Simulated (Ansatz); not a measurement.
# CHKSi (SMILES [CH]1=[Si+][K-]1) (triplet): what the fields show

Input file:

```
crystal:
  periodic: [false, false, false]
  atoms:
    - {symbol: C, position_ang: [-3.017918, 0.090415, -2.571468]}
    - {symbol: K, position_ang: [-1.440700, -1.701222, -1.297121]}
    - {symbol: Si, position_ang: [-1.703423, 0.222275, -3.777681]}
    - {symbol: H, position_ang: [-3.852359, 0.793031, -2.460145]}
basis:
  gaussian: {orbitals: def2-TZVPD}
magnetization: {spin_polarized: true, initial_magnetization: 2}
hamiltonian: {xc: pbe0}
output: {forces: true, orbitals: {seedname: orbitals}}
```

Command:

```sh
ansatz run input.yaml --threads 2 --pin off --max-ram 4350MiB --events-out events.jsonl --progress --plain --runs-dir runs
```

Geometry: PBE0-D4/def2-TZVP.

All numbers below come from isolated molecule in a Gaussian basis; Kohn-Sham density functional theory, functional PBE0 (Ansatz 0.2.0).

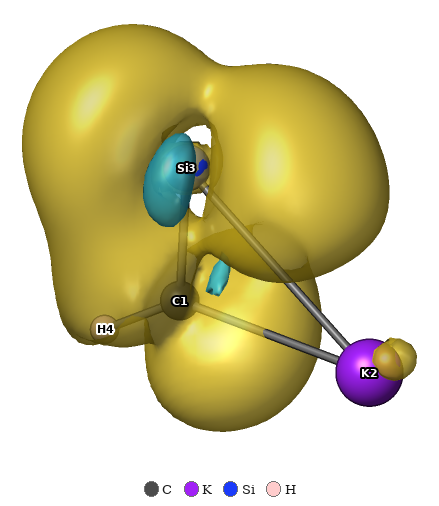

Figure 1. Isosurfaces of the spin density at +0.02 (yellow) and −0.02 e/Å³ (cyan), seen at a tilt.

Q: Where is the unpaired spin?

A: The unpaired spin (2 electrons) lies mostly on Si3 (about 1.0), C1 (about 0.8) and K2 (about 0.2), in electrons by Hirshfeld's partition.

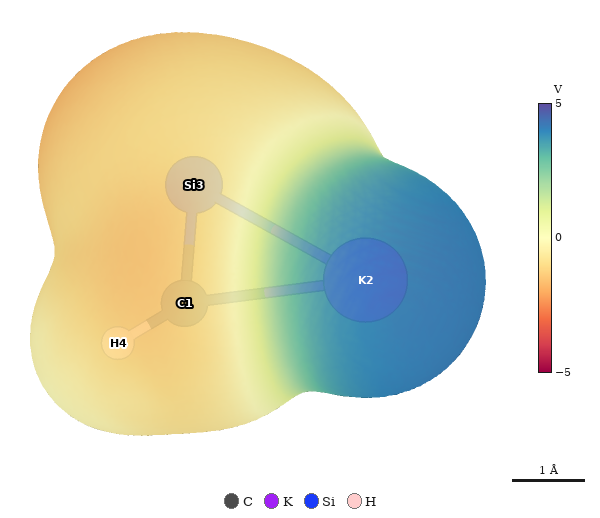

Figure 2. The electrostatic potential painted on the density surface at 0.002 e/bohr³, seen at a tilt; red is negative and blue positive.

Q: Describe the electrostatic potential map.

A: The most negative region (about −1.7 V, or −39 kcal/mol for a unit charge) lies over C1 and Si3, the most positive (about +4.2 V, or +97 kcal/mol for a unit charge) over K2.

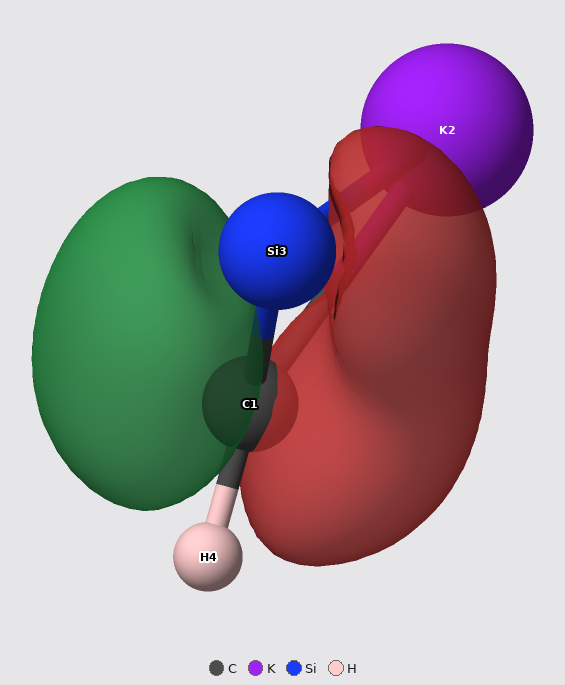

Figure 3. The HOMO−1 (α) at ±0.15 Å⁻³ᐟ² (green and red are the two phases), seen at an oblique angle.

Q: Where does this orbital lie, and at what energy?

A: By Hirshfeld shares it lies mainly on C1 (about 50 %) and Si3 (about 35 %). Its energy is −5.47 eV.

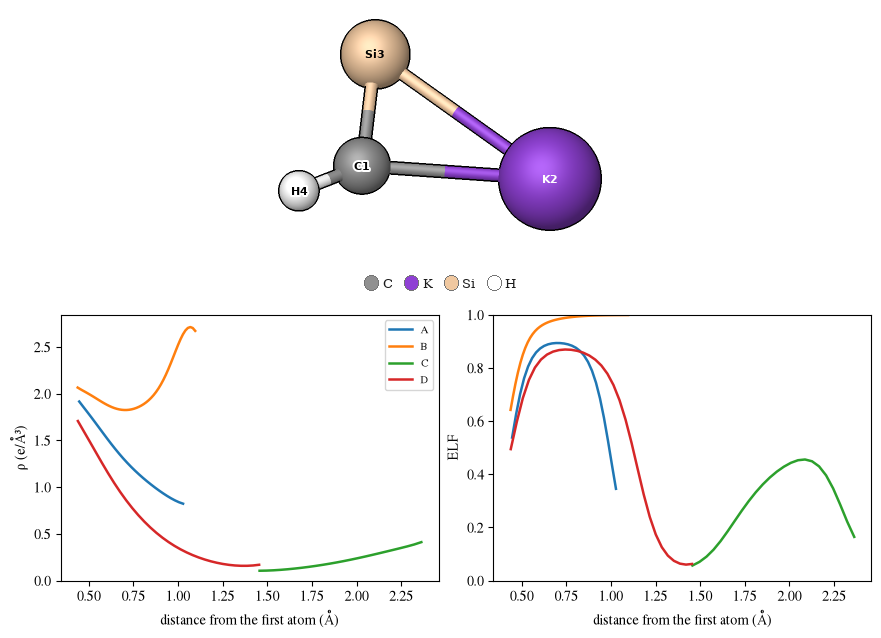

Figure 4. Electron density and electron localisation function along straight lines between neighbouring atoms. The curves leave out the atomic cores. The structure is drawn too.

Q: Which curve belongs to which contact (C–H, C–K, C–Si and K–Si)? The first atom named is at distance zero.

A: Curve A: C–Si (1.79 Å): ρ at the midpoint is about 0.96 e/Å³; the ELF peaks at about 0.90 between the atoms: localised, covalent bonding. Curve B: C–H (1.10 Å): ρ at the midpoint is about 1.9 e/Å³; the ELF climbs to about 1 towards the hydrogen, as it does in any bond to H: a covalent bond by its length. Curve C: K–Si (3.15 Å): ρ at the midpoint is about 0.12 e/Å³; the ELF is about 0.10 at the midpoint. Curve D: C–K (2.71 Å): ρ is about 0.16 e/Å³ halfway; the ELF peaks at about 0.85 in the valence shell of C, 0.7 Å from its nucleus, and is about 0.05 at the midpoint.
